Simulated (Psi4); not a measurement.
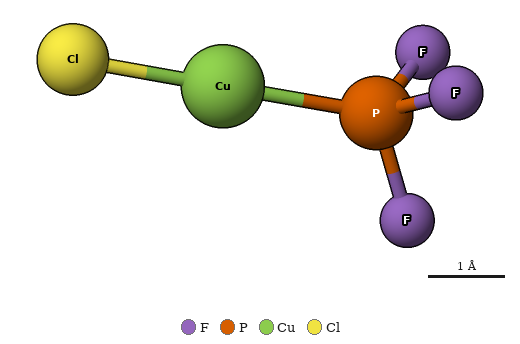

The structure (ball-and-stick view, seen at a tilt). Sticks mark near contacts. Bond lengths as drawn: Cl–Cu 2.08 Å, Cu–P 2.12 Å and F–P 1.55 Å.

# CuPClF₃: property calculation

The run: property calculation of CuPClF₃. Method and program: PBE0/def2-TZVPP, RKS, dispersion D4 (Psi4 1.11).

The geometry was optimised with PBE0/def2-TZVP.

## The input (clcuf3p.py)
```python
import psi4

psi4.set_memory('3300 MB')
psi4.set_num_threads(2)
psi4.core.set_output_file('run.log', False)

with open('clcuf3p.xyz') as f:
    atoms = ''.join(f.readlines()[2:])
mol = psi4.geometry('0 1\n' + atoms + 'symmetry c1')

options = {'scf_type': 'df', 'dft_radial_points': 99, 'dft_spherical_points': 590}
psi4.set_options(options)

result, w = psi4.energy('pbe0-d4/def2-TZVPP', molecule=mol, return_wfn=True)
psi4.oeprop(w, 'DIPOLE', 'MULLIKEN_CHARGES', 'LOWDIN_CHARGES', 'WIBERG_LOWDIN_INDICES', title='PBE0-D4')
print(f'pbe0-d4/def2-TZVPP energy: {result:.10f} Eh')
```

## File clcuf3p.xyz
```
6
ClCuF3P
F      0.631220    -0.770100     1.657520
P      0.364590    -0.500700     0.158670
F     -0.058250    -1.918100    -0.291280
F      1.818330    -0.481120    -0.367110
Cu    -0.895640     1.131160    -0.354410
Cl    -2.121200     2.733120    -0.857820
```

Run as:
```bash
python clcuf3p.py
```

## What the program printed
```
=> Loading Basis Set <=

    Name: DEF2-TZVPP
    Role: ORBITAL
    Keyword: BASIS

   => PBE0-D4(BJ,EEQ)ATM: Empirical Dispersion <=

        a1 =       0.400856
        a2 =       5.029288
       alp =      16.000000
        s6 =       1.000000
        s8 =       1.200655
        s9 =       1.000000
        ga =       3.000000
        gc =       2.000000
        wf =       6.000000

         ---------------------------------------------------------
                                   SCF
                              RKS Reference
                        2 Threads,   3147 MiB Core
         ---------------------------------------------------------

  ==> Geometry <==

    Molecular point group: c1
    Full point group: C1

    Geometry (in Angstrom), charge = 0, multiplicity = 1:

       Center              X                  Y                   Z               Mass
    ------------   -----------------  -----------------  -----------------  -----------------
         F            1.028355706144    -1.259894993280     1.810335260893    18.998403162730
         P            0.761725706144    -0.990494993280     0.311485260893    30.973761998420
         F            0.338885706144    -2.407894993280    -0.138464739107    18.998403162730
         F            2.215465706144    -0.970914993280    -0.214294739107    18.998403162730
         CU          -0.498504293856     0.641365006720    -0.201594739107    62.929597720000
         CL          -1.724064293856     2.243325006720    -0.705004739107    34.968852682000

  Running in c1 symmetry.

  Rotational constants: A =      0.15868  B =      0.02491  C =      0.02490 [cm^-1]
  Rotational constants: A =   4757.22497  B =    746.64401  C =    746.63008 [MHz]
  Nuclear repulsion =  637.537907692348085

  Charge       = 0
  Multiplicity = 1
  Electrons    = 88
  Nalpha       = 44
  Nbeta        = 44

  ==> Algorithm <==

  SCF Algorithm Type is DF.
  DIIS enabled.
  MOM disabled.
  Fractional occupation disabled.
  Guess Type is SAD.
  Energy threshold   = 1.00e-06
  Density threshold  = 1.00e-06
  Integral threshold = 1.00e-12

  ==> Primary Basis <==

  Basis Set: DEF2-TZVPP
    Blend: DEF2-TZVPP
    Number of shells: 79
    Number of basis functions: 241
    Number of Cartesian functions: 284
    Spherical Harmonics?: true
    Max angular momentum: 4

  ==> DFT Potential <==

   => LibXC <=

    Version 7.1.2

   => Composite Functional: PBE0-D4BJEEQATM <=

    PBE0-d4bjeeqatm Hyb-GGA Exchange-Correlation Functional

    Deriv               =              1
    GGA                 =           TRUE
    Meta                =          FALSE

    Exchange Hybrid     =           TRUE
    MP2 Hybrid          =          FALSE

   => Exchange Functionals <=

    0.7500   Perdew, Burke & Ernzerhof

   => Exact (HF) Exchange <=

    0.2500               HF

   => Correlation Functionals <=

    1.0000   Perdew, Burke & Ernzerhof

   => LibXC Density Thresholds  <==

    XC_HYB_GGA_XC_PBEH:  1.00E-15

   => Molecular Quadrature <=

    Radial Scheme          =       TREUTLER
    Pruning Scheme         =           NONE
    Nuclear Scheme         =       TREUTLER

    Blocking Scheme        =         OCTREE
    BS radius alpha        =              1
    Pruning alpha          =              1
    Radial Points          =             99
    Spherical Points       =            590
    Total Points           =         335245
    Total Blocks           =           2508
    Max Points             =            256
    Max Functions          =            209
    Weights Tolerance      =       1.00E-15

   => Loading Basis Set <=

    Name: (DEF2-TZVPP AUX)
    Role: JKFIT
    Keyword: DF_BASIS_SCF

  ==> Integral Setup <==

  DFHelper Memory: AOs need 0.291 GiB; user supplied 1.101 GiB.
  SCF_SUBTYPE=INCORE selected. In-core MEM_DF algorithm will be used.
  Using in-core AOs.

  ==> MemDFJK: Density-Fitted J/K Matrices <==

    J tasked:                   Yes
    K tasked:                   Yes
    wK tasked:                   No
    Memory [MiB]:              1127
    Algorithm:                 Core
    Schwarz Cutoff:           1E-12
    Mask sparsity (%):      17.1657
    Fitting Condition:        1E-10

   => Auxiliary Basis Set <=

  Basis Set: (DEF2-TZVPP AUX)
    Blend: DEF2-UNIVERSAL-JKFIT
    Number of shells: 209
    Number of basis functions: 751
    Number of Cartesian functions: 966
    Spherical Harmonics?: true
    Max angular momentum: 6

  Cached 100.0% of DFT collocation blocks in 1.204 [GiB].

  Minimum eigenvalue in the overlap matrix is 1.2805748058E-03.
  Reciprocal condition number of the overlap matrix is 2.4795387645E-04.
    Using symmetric orthogonalization.

  ==> Pre-Iterations <==

  SCF Guess: Superposition of Atomic Densities via on-the-fly atomic UHF (no occupation information).

   -------------------------
    Irrep   Nso     Nmo
   -------------------------
     A        241     241
   -------------------------
    Total     241     241
   -------------------------

  ==> Iterations <==

                           Total Energy        Delta E     RMS |[F,P]|

   @DF-RKS iter SAD: -2739.02505494307070   -2.73903e+03   0.00000e+00
   @DF-RKS iter   1: -2737.53083498231490    1.49422e+00   1.85319e-02 ADIIS/DIIS
   @DF-RKS iter   2: -2694.04472435598473    4.34861e+01   3.95460e-02 ADIIS/DIIS
   @DF-RKS iter   3: -2740.05756976160001   -4.60128e+01   6.30818e-03 ADIIS/DIIS
   @DF-RKS iter   4: -2740.43772662074389   -3.80157e-01   6.58787e-03 ADIIS/DIIS
   @DF-RKS iter   5: -2741.14098996048051   -7.03263e-01   1.01327e-03 ADIIS/DIIS
   @DF-RKS iter   6: -2741.15878815307224   -1.77982e-02   5.58985e-04 ADIIS/DIIS
   @DF-RKS iter   7: -2741.16397144770872   -5.18329e-03   1.07034e-04 ADIIS/DIIS
   @DF-RKS iter   8: -2741.16413884286521   -1.67395e-04   3.28368e-05 DIIS
   @DF-RKS iter   9: -2741.16415917457653   -2.03317e-05   5.43799e-06 DIIS
   @DF-RKS iter  10: -2741.16415981675254   -6.42176e-07   2.32229e-06 DIIS
   @DF-RKS iter  11: -2741.16415994365980   -1.26907e-07   6.62639e-07 DIIS
  Energy and wave function converged.

  ==> Post-Iterations <==

   Electrons on quadrature grid:
      Ntotal   =   88.0000005515 ; deviation = 5.515e-07

    Orbital Energies [Eh]
    ---------------------

    Doubly Occupied:

       1A   -323.395922     2A   -101.645328     3A    -77.429819
       4A    -38.998867     5A    -34.167396     6A    -34.163906
       7A    -34.163897     8A    -24.866300     9A    -24.866271
      10A    -24.866185    11A     -9.471317    12A     -7.201776
      13A     -7.198989    14A     -7.198988    15A     -6.808060
      16A     -4.945743    17A     -4.945742    18A     -4.939703
      19A     -4.415201    20A     -2.899196    21A     -2.888806
      22A     -2.888793    23A     -1.376843    24A     -1.323459
      25A     -1.323415    26A     -0.777897    27A     -0.753991
      28A     -0.641747    29A     -0.641725    30A     -0.616203
      31A     -0.567801    32A     -0.567771    33A     -0.528478
      34A     -0.528451    35A     -0.511788    36A     -0.461008
      37A     -0.371673    38A     -0.371668    39A     -0.360746
      40A     -0.352642    41A     -0.352641    42A     -0.306032
      43A     -0.284475    44A     -0.284469

    Virtual:

      45A     -0.067702    46A     -0.067637    47A     -0.002674
      48A      0.046199    49A      0.094695    50A      0.094877
      51A      0.139001    52A      0.162766    53A      0.162823
      54A      0.180413    55A      0.201674    56A      0.201681
      57A      0.211101    58A      0.268933    59A      0.268993
      60A      0.292367    61A      0.332759    62A      0.364785
      63A      0.364889    64A      0.399028    65A      0.399030
      66A      0.423610    67A      0.443309    68A      0.443647
      69A      0.496460    70A      0.496577    71A      0.505865
      72A      0.536905    73A      0.537305    74A      0.549974
      75A      0.574448    76A      0.574560    77A      0.579521
      78A      0.628443    79A      0.640155    80A      0.640255
      81A      0.708760    82A      0.708885    83A      0.754515
      84A      0.754925    85A      0.786658    86A      0.865368
      87A      0.865512    88A      0.867738    89A      0.948110
      90A      0.948997    91A      0.961274    92A      0.961429
      93A      0.988429    94A      1.099662    95A      1.122496
      96A      1.122722    97A      1.155802    98A      1.251633
      99A      1.297207   100A      1.297654   101A      1.369870
     102A      1.407334   103A      1.408439   104A      1.456154
     105A      1.491428   106A      1.492233   107A      1.736579
     108A      1.798809   109A      1.798828   110A      1.870839
     111A      1.871001   112A      1.906249   113A      1.912029
     114A      1.912069   115A      1.927475   116A      1.945310
     117A      1.945756   118A      2.079836   119A      2.083188
     120A      2.083572   121A      2.143172   122A      2.143228
     123A      2.144305   124A      2.144305   125A      2.165262
     126A      2.239999   127A      2.301882   128A      2.302115
     129A      2.340358   130A      2.340484   131A      2.460260
     132A      2.466244   133A      2.466352   134A      2.473200
     135A      2.528304   136A      2.528414   137A      2.549605
     138A      2.630680   139A      2.630745   140A      2.757004
     141A      2.970095   142A      2.970312   143A      3.194662
     144A      3.202416   145A      3.255831   146A      3.255846
     147A      3.358418   148A      3.359057   149A      3.378791
     150A      3.399177   151A      3.401469   152A      3.415024
     153A      3.415081   154A      3.509052   155A      3.590357
     156A      3.590656   157A      3.612752   158A      3.651392
     159A      3.651511   160A      3.766486   161A      3.766670
     162A      3.799263   163A      3.799507   164A      3.975515
     165A      4.033415   166A      4.034294   167A      4.088027
     168A      4.333456   169A      5.540720   170A      5.540962
     171A      5.661090   172A      6.088391   173A      6.088455
     174A      6.592914   175A      6.592952   176A      6.653268
     177A      6.739078   178A      6.759900   179A      6.759991
     180A      6.783000   181A      6.785531   182A      6.785561
     183A      6.786027   184A      6.786087   185A      6.792049
     186A      6.807343   187A      6.807454   188A      6.885096
     189A      6.905640   190A      7.009538   191A      7.009595
     192A      7.019368   193A      7.115119   194A      7.115348
     195A      7.847617   196A      8.004404   197A      8.004604
     198A      8.122065   199A      8.122079   200A      8.199240
     201A      8.199355   202A      8.211737   203A      8.211754
     204A      8.226398   205A      8.277796   206A      8.294218
     207A      8.294483   208A      8.320001   209A      8.477276
     210A      8.497486   211A      8.497517   212A      8.650003
     213A      8.717908   214A      8.759926   215A      8.760204
     216A      9.231884   217A      9.232065   218A     10.831657
     219A     10.831667   220A     11.125621   221A     12.936164
     222A     12.936171   223A     12.939150   224A     12.939157
     225A     12.939485   226A     12.939485   227A     12.944460
     228A     12.944469   229A     12.961594   230A     13.118058
     231A     13.118071   232A     13.120676   233A     13.120688
     234A     13.170943   235A     13.170954   236A     13.345066
     237A     15.356321   238A     25.185075   239A     56.992771
     240A     56.994016   241A     57.019760

    Final Occupation by Irrep:
              A
    DOCC [    44 ]
    NA   [    44 ]
    NB   [    44 ]

  @DF-RKS Final Energy: -2741.16415994365980

   => Energetics <=

    Nuclear Repulsion Energy =            637.5379076923480852
    One-Electron Energy =               -5082.4096089041768209
    Two-Electron Energy =                1816.6735293321980862
    DFT Exchange-Correlation Energy =    -112.9606936997095374
    Empirical Dispersion Energy =          -0.0052943643194412
    VV10 Nonlocal Energy =                  0.0000000000000000
    Total Energy =                      -2741.1641599436597971

Computation Completed

Properties will be evaluated at   0.000000,   0.000000,   0.000000 [a0]

Properties computed using the SCF density matrix

 Multipole Moments:

 ------------------------------------------------------------------------------------
     Multipole            Electronic (a.u.)      Nuclear  (a.u.)        Total (a.u.)
 ------------------------------------------------------------------------------------

 L = 1.  Multiply by 2.5417464519 to convert [e a0] to [Debye]
 Dipole X            :          1.3522503           -0.1804081            1.1718422
 Dipole Y            :         -1.7780909            0.2463080           -1.5317829
 Dipole Z            :          0.5588444           -0.0772275            0.4816169
 Magnitude           :                                                    1.9878450

 ------------------------------------------------------------------------------------

	total time  =         20 seconds =       0.33 minutes

Properties will be evaluated at   0.000000,   0.000000,   0.000000 [a0]

Properties computed using the PBE0-D4 density matrix

 Multipole Moments:

 ------------------------------------------------------------------------------------
     Multipole            Electronic (a.u.)      Nuclear  (a.u.)        Total (a.u.)
 ------------------------------------------------------------------------------------

 L = 1.  Multiply by 2.5417464519 to convert [e a0] to [Debye]
 Dipole X            :          1.3522503           -0.1804081            1.1718422
 Dipole Y            :         -1.7780909            0.2463080           -1.5317829
 Dipole Z            :          0.5588444           -0.0772275            0.4816169
 Magnitude           :                                                    1.9878450

 ------------------------------------------------------------------------------------
  Mulliken Charges: (a.u.)
   Center  Symbol    Alpha    Beta     Spin     Total
       1     F     4.59602  4.59602  0.00000 -0.19205
       2     P     6.98894  6.98894  0.00000  1.02212
       3     F     4.59603  4.59603  0.00000 -0.19207
       4     F     4.59602  4.59602  0.00000 -0.19205
       5    CU    14.50581 14.50581  0.00000 -0.01162
       6    CL     8.71717  8.71717  0.00000 -0.43433

   Total alpha = 44.00000, Total beta = 44.00000, Total charge =  0.00000

  Lowdin Charges: (a.u.)
   Center  Symbol    Alpha    Beta     Spin     Total
       1     F     4.47606  4.47606  0.00000  0.04788
       2     P     7.33271  7.33271  0.00000  0.33457
       3     F     4.47610  4.47610  0.00000  0.04780
       4     F     4.47598  4.47598  0.00000  0.04804
       5    CU    14.76548 14.76548  0.00000 -0.53097
       6    CL     8.47366  8.47366  0.00000  0.05268

  Total alpha = 44.00000, Total beta = 44.00000, Total charge = -0.00000

  Wiberg Bond Indices using Orthogonal Lowdin Orbitals:

  Irrep: 1 Size: 6 x 6

                 1                   2                   3                   4                   5

    1     0.00000000000000     1.73677981315680     0.06413154279400     0.06409214394300     0.09040244409174
    2     1.73677981315680     0.00000000000000     1.73680788499991     1.73662818158652     1.24666229521561
    3     0.06413154279400     1.73680788499991     0.00000000000000     0.06408843844320     0.09024421995192
    4     0.06409214394300     1.73662818158652     0.06408843844320     0.00000000000000     0.09090336526743
    5     0.09040244409174     1.24666229521561     0.09024421995192     0.09090336526743     0.00000000000000
    6     0.00468532085061     0.10476337317211     0.00469593720866     0.00467149900502     1.77280809172424

                 6

    1     0.00468532085061
    2     0.10476337317211
    3     0.00469593720866
    4     0.00467149900502
    5     1.77280809172424
    6     0.00000000000000

  Atomic Valences:

 #  #
 Irrep: 1
      1:    1.960091264836155
      2:    6.561641548130966
      3:    1.959968023397697
      4:    1.960383628245181
      5:    3.291020416250952
      6:    1.891624221960650
```

## Standard output
```
pbe0-d4/def2-TZVPP energy: -2741.1641599437 Eh
```

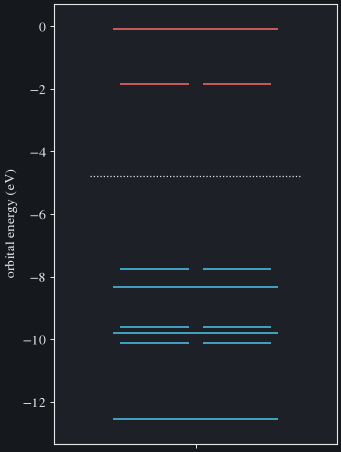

Orbital energies near the frontier; the dotted line parts filled from empty levels, and levels within 0.02 eV of each other stand side by side. Highest filled −7.74 eV, lowest empty −1.84 eV, 5.90 eV apart.

## Results in brief

```csv
quantity,value
outcome,converged
total energy,−2741.164160 hartree
dispersion energy,−0.005294 hartree
basis functions,241
HOMO,−7.74 eV
LUMO,−1.84 eV
dipole moment,5.05 D
hardware,"2 threads of Intel Xeon @ 2.50GHz (Skylake/Cascade Lake), 96 GiB of memory available, shared host"
wall time,23 s (CPU time 64 s)
peak memory,1.8 GiB
```
